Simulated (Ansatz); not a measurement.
Electronic density of states of amorphous Sb44Se66, density 5.14 g/cm³, on a 2×2×2 Γ-centred mesh with a Gaussian width of 0.1 eV; energies count from the Fermi level, whose place inside the gap is arbitrary. Cell and mesh are small, so fine structure isn't converged. Method: PBE, scalar-relativistic without spin-orbit coupling, PAW (Ansatz default set, large-core Se) (plane waves to 420 eV; Ansatz, a program for electronic structure). Sampling: a 2×2×2 Γ-centred mesh; Fermi-Dirac width 0.05 eV; no spin polarisation.

A CHGNet melt-quench gave the starting glass, which DFT then relaxed. The hot cell started wider than the set density and was brought back towards it in steps. It is the lowest in DFT energy of 8 quenches. It is a model cell: composition and starting density were chosen by hand, and all elements were melted together. No dispersion term was used. Its density started from a set value of 5.14 and ended at 5.14 g/cm³. Cooling (nominally 28 K/ps over its main leg) ran many orders faster than in experiment, which tends to leave more defects and strain. Values belong to this one cell and scatter from quench to quench. The volume was held where the preparation left it and the shape relaxed, at a PBE pressure of 1.0 GPa. Stress components on the final sampling reach 1.0 GPa. On a 2×2×2 Γ-centred mesh force components of up to 0.14 eV/Å stay, since the relaxation ran on the zone centre alone.

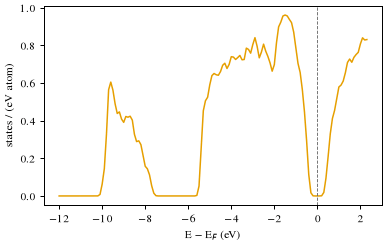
Figure: Density of states per atom

The gap on this mesh is 0.81 eV; the broadening fills part of it in the curve.
